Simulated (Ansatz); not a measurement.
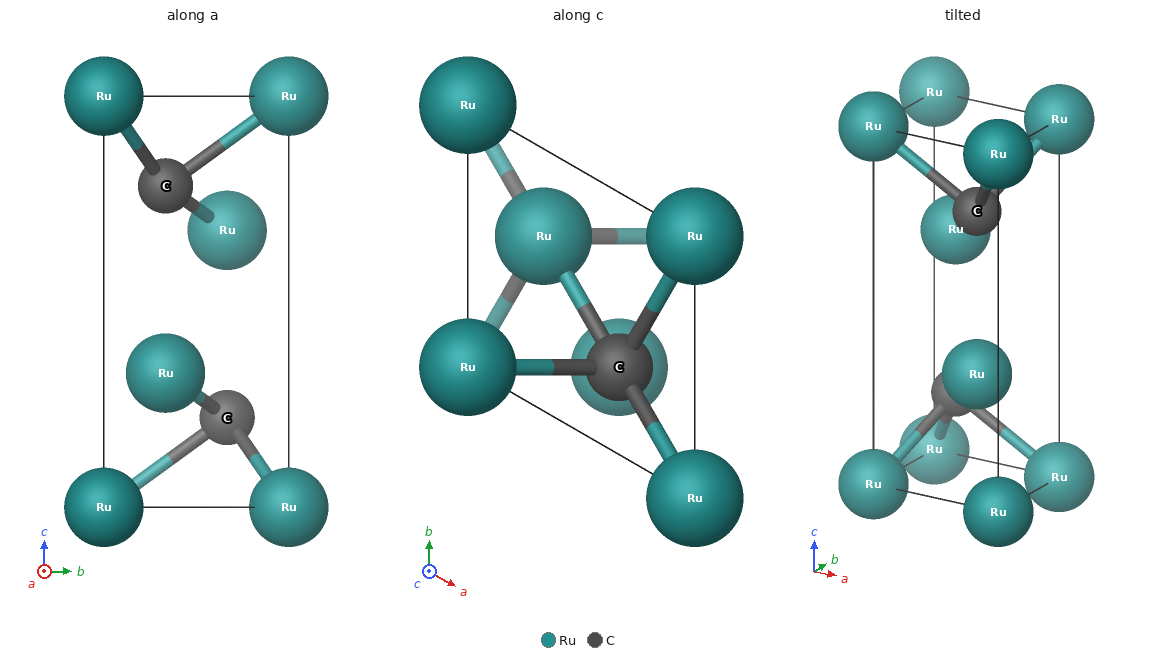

Ball-and-stick drawing of the structure, looking along the a axis, along the c axis and slightly off an axis. One conventional unit cell is outlined, and atoms on its boundary appear in each equivalent place.

Determine the stoichiometry.

Answer. Ru₃C₂. The cell holds 3 Ru, 2 C, counting shared atoms by their share.

Which Bravais lattice does it have?

Answer. Primitive hexagonal lattice; the crystal system is trigonal.

State the space group and its number.

Answer. P-3m1 (No. 164), with Ru on 1a, Ru on 2d and C on 2d.

Its origin is a textbook structure type filled with these elements (whether it is the usual form wasn't checked). Cell shown after relaxation with Ansatz, DFT PBE, scalar-relativistic, plane waves, PAW.
